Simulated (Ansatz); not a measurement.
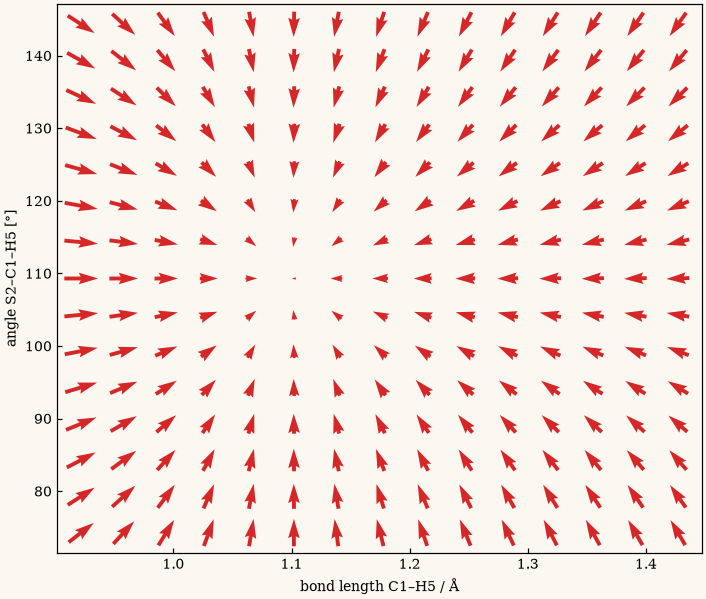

C₂H₄SSi, SMILES CSC#[SiH]. 
- The first coordinate is: bond length C1–H5; the second: angle S2–C1–H5.
- Nothing is relaxed (all other coordinates rigid).
- The scan uses a 15 × 15 grid.
- These are results of RKS PBE0-D4/def2-SVP in Ansatz 0.2.0, not measurements.

Drawn: arrows along the force (downhill), their lengths compressed.

Q: The arrows alone are given. Where is the energy lowest?

A: The arrows converge at about bond length C1–H5 = 1.098 Å, angle S2–C1–H5 = 109° (read from the interpolated surface).

The energy map of the same scan:

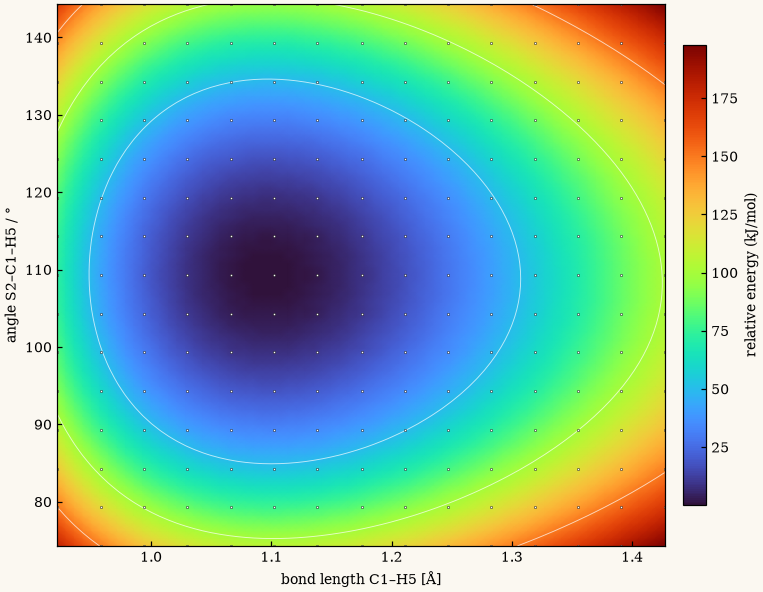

Energies are in kJ/mol, from the relaxed molecule at the same level; between grid points the surface is interpolated.
